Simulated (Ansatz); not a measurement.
In doubt: masses and optical values from hybrid runs of this build are listed as unsure (in some of the runs), which bears on the screening that GW takes from such a start; one-shot GW on d or f shells is unsure (in some of the runs), so the values of those runs are not to be relied on.

System: ZnCu2SnS4 (I-4).

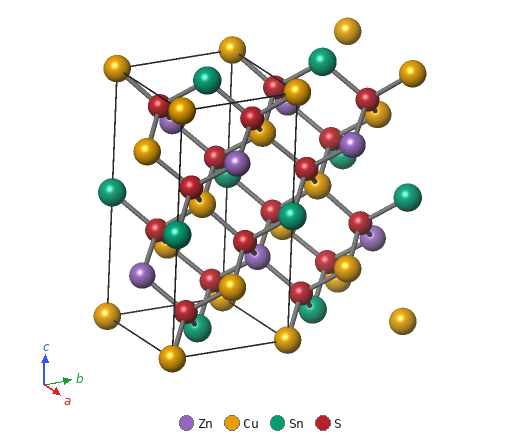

The structure (zinc purple, copper orange, tin teal, sulfur red). Bonds to atoms that aren't drawn are left out. 1×2×1 conventional cells are drawn. Some periodic images of atoms are drawn too.

```
Zn Cu Sn S
1.0
    -2.71710    2.71710    5.42480
     2.71710   -2.71710    5.42480
     2.71710    2.71710   -5.42480
Zn Cu Sn S
1 2 1 4
Direct
  0.25000 0.75000 0.50000
  0.00000 0.00000 0.00000
  0.75000 0.25000 0.50000
  0.50000 0.50000 0.00000
  0.37161 0.88441 0.99960
  0.11559 0.11519 0.48720
  0.88481 0.37201 0.00040
  0.62799 0.62839 0.51280
```

The cell and positions come from the Crystallography Open Database and are kept as given unless a step says otherwise.

Gaps computed with Ansatz 0.2.0 without a self-energy: HSE06 1.48 eV and r2SCAN 0.60 eV.

What gap should G0W0 on HSE06 give (4×4×4 mesh, 442 empty bands, screening to 114 eV, PAW set soft_1 files)?

About 1.37 eV: on its mesh the run moves the gap from 1.48 eV by −0.11 eV. Among the scalar-relativistic levels given, HSE06 is nearest (+0.11 eV). Bands and cutoff are finite, so the gap is not at the basis limit. The miss can reach some tenths of an eV and take either sign; the mesh is an error of its own. A d shell, filled or nearly so, lies near the gap. One-shot GW converges very slowly in bands there, not always from below, and on a semilocal start the gap tends to come out low; starts rich in exact exchange can overshoot instead. The many-body steps are scalar-relativistic: spin-orbit coupling is not in them.

[Paths, hosts, dates, memory and timing lines, banners, echoed tables and standing remarks are left out of the program output.]

[Logs are printed without paths, hosts, clocks, repeated set-up lines and the standing remarks that a program may print on its own settings, such as how far it seeks lower states.]

[Runs of the session that timed out or met a known fault of the program may be left out.]

[Cells called generated may have been cut or substituted from an entry of the Crystallography Open Database or the Materials Project.]

[Hosts, paths, dates, database ids (printed as entryN), source tags and the programs' standing remarks are cut or masked in the printed files.]
